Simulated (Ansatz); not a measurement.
Consider TiAsS$_{3}$.

Input

```
crystal:
  lattice:
    - [3.6072089926, -5.2908854561, -0.0001039524]
    - [3.6072089926, 5.2908854561, -0.0001039524]
    - [-2.8182558821, 0.0, 6.6203659288]
  atoms:
    - { symbol: Ti, position: [0.3475767971, 0.6524232029, 0.0] }
    - { symbol: Ti, position: [0.6524232029, 0.3475767971, 0.0] }
    - { symbol: As, position: [0.0855311076, 0.0855311076, 0.1919665026] }
    - { symbol: As, position: [0.9144688924, 0.9144688924, 0.8080334974] }
    - { symbol: S, position: [0.4490058977, 0.0922689992, 0.1931742626] }
    - { symbol: S, position: [0.0922689992, 0.4490058977, 0.1931742626] }
    - { symbol: S, position: [0.6707836474, 0.6707836474, 0.2374524521] }
    - { symbol: S, position: [0.5509941023, 0.9077310008, 0.8068257374] }
    - { symbol: S, position: [0.9077310008, 0.5509941023, 0.8068257374] }
    - { symbol: S, position: [0.3292163526, 0.3292163526, 0.7625475479] }
basis:
  ecutwfc: 420
kpoints:
  mp_grid: { grid: [6, 6, 4] }
hamiltonian:
  xc: pbe
scf:
  occupations: { method: gaussian, width: 0.02 }
output:
  forces: true
  stress: true
  eigenvalues: true
  write_density: true
  write_potential: true
  elf: true
  volumetric_format: npy
relax:
  adjacent_minimum: "off"
  f_tol: 0.01
  max_steps: 30
  cell: { stress_tol: 0.1, fix: [volume] }
```

Run with:

```sh
ansatz run input.yaml --threads 1 --pin off --max-ram 2560MiB --backend cpu --events-out ev --progress --plain --runs-dir out
```

Below, planes, directions and counts refer to the conventional cell (a = 7.16 Å, b = 10.50 Å, c = 7.29 Å, α = 90.00°, β = 112.69°, γ = 90.00°).

The fields are those of the run's last geometry, not of the input's.

Space group C2/m; a generated structure, not necessarily the stable one; changed on purpose from its base cell (volume × 1.03, shape and atoms relaxed); computed without spin polarisation.

All numbers below come from DFT PBE, scalar-relativistic, plane waves, PAW in Ansatz 0.2.0.

Predict the valence pseudo-density and electron localisation function between the atoms.

As–As (2.52 Å): ρ is about 0.54 e/Å³ halfway; the ELF peaks at about 0.80 between the atoms, as expected for a covalent bond.

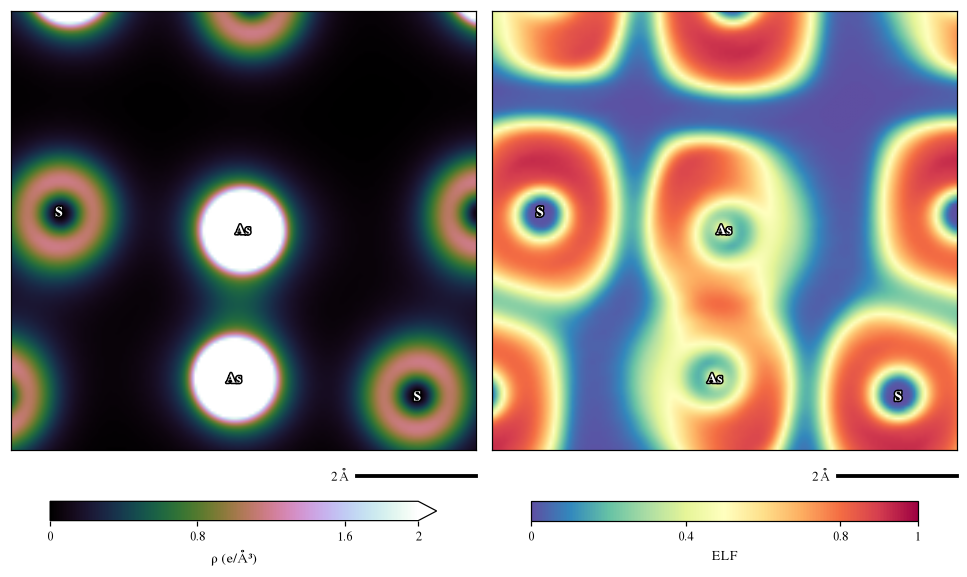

Computed valence pseudo-density and electron localisation function on the (010) plane of the conventional cell, in this order. 

The density is the valence pseudo-density of a PAW calculation; it isn't the true density close to the nuclei.
